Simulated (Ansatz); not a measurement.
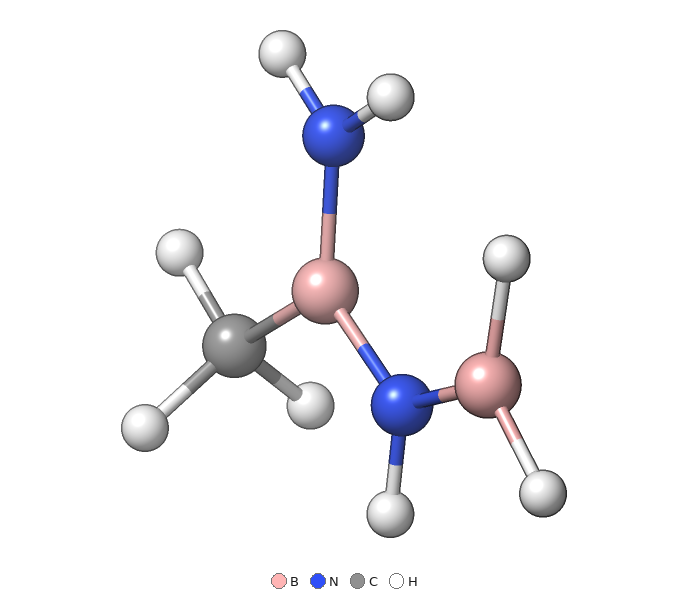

The picture shows a molecular structure as a ball-and-stick model. Every bond is drawn as one stick, whatever its order.

The geometry was computed by an optimisation with PBE0-D4/def2-TZVP.

Describe the molecule.

The molecule is CH8B2N2. SMILES: `BNB(C)N`. It has no ring. Among its groups: B–H bond. This geometry has Cs symmetry. Coordination: 2 B trigonal planar; 2 N trigonal planar; 1 C tetrahedral.

The parts below concern this one geometry. Atoms keep their numbers from picture to picture.

### Thermal motion

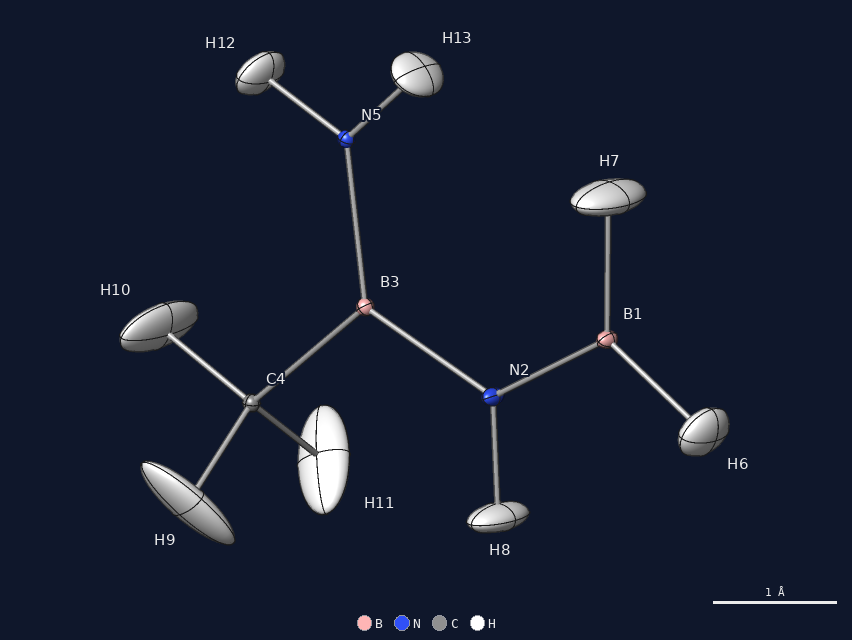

Displacement ellipsoids at the 50 % level, from the internal vibrations of the free molecule (harmonic, no overall translation or rotation; no half-axis is drawn under 0.075 Å). Vibrations computed with RKS PBE0-D4/def2-TZVP (Ansatz 0.2.0). Temperature: 100 K.

Which atom moves most?

Answer. H9, H11, with U_eq = 0.0472 Å².

Does H11 move more along its bond or across it?

Answer. Across it: the root-mean-square amplitude is 0.083 Å along the bond and up to 0.334 Å across, since bending and torsion are softer than stretching.

List U_eq and the three principal root-mean-square amplitudes for each kind of atom.

| atom | U_eq (Å²) | rms amplitudes (Å) |
| --- | --- | --- |
| B1 | 0.0029 | 0.035, 0.049, 0.070 |
| N2 | 0.0029 | 0.032, 0.037, 0.080 |
| B3 | 0.0018 | 0.036, 0.038, 0.052 |
| C4 | 0.0018 | 0.037, 0.042, 0.047 |
| N5 | 0.0015 | 0.034, 0.039, 0.043 |
| H6 | 0.0203 | 0.090, 0.142, 0.181 |
| H7 | 0.0324 | 0.086, 0.146, 0.261 |
| H8 | 0.0223 | 0.075, 0.119, 0.217 |
| H9, H11 | 0.0469 | 0.082, 0.152, 0.333 |
| H10 | 0.0412 | 0.081, 0.141, 0.312 |
| H12 | 0.0185 | 0.077, 0.133, 0.178 |
| H13 | 0.0189 | 0.074, 0.139, 0.179 |

### Charges

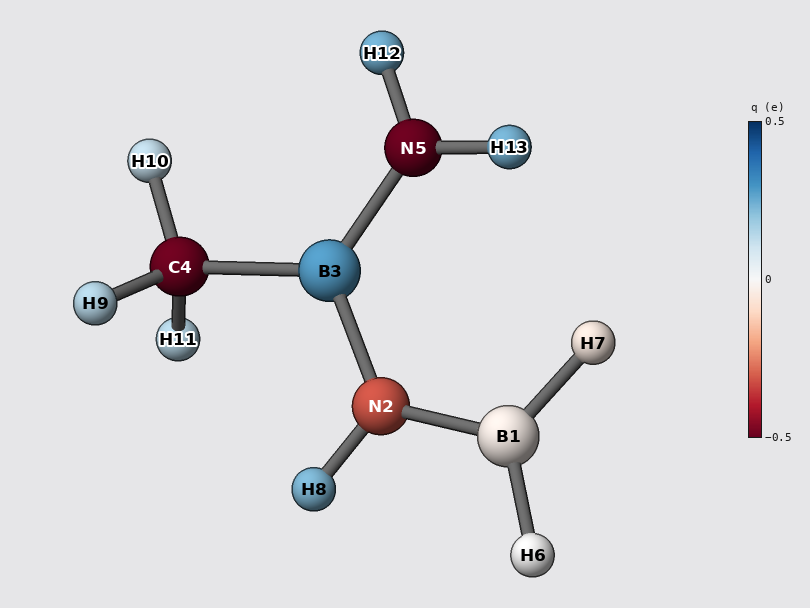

Atoms are coloured by their Mulliken charges. Properties computed with RKS PBE0-D4/def2-TZVP (Ansatz 0.2.0).

Which atom carries the highest charge (most positive or least negative)?

Answer. B3 (0.27 e).

And the lowest?

Answer. N5 (−0.49 e).

List the Mulliken charges.

```
atom  value (e)
  B1      −0.03
  N2      −0.31
  B3       0.27
  C4      −0.48
  N5      −0.49
  H6       0.00
  H7      −0.04
  H8       0.22
  H9       0.14
 H10       0.12
 H11       0.14
 H12       0.24
 H13       0.23
```

### Electronic properties

Method: RKS B3LYP-D4/def2-TZVPP (Ansatz 0.2.0).

What does the calculation give?

- dipole moment: 1.36 D
- HOMO energy (Kohn–Sham orbital): −7.43 eV
- LUMO energy (Kohn–Sham orbital): −0.55 eV
- HOMO–LUMO gap: 6.88 eV
- dispersion correction: −34.6 kJ/mol

Mulliken values depend strongly on the basis set and can even reverse the polarity of a bond.
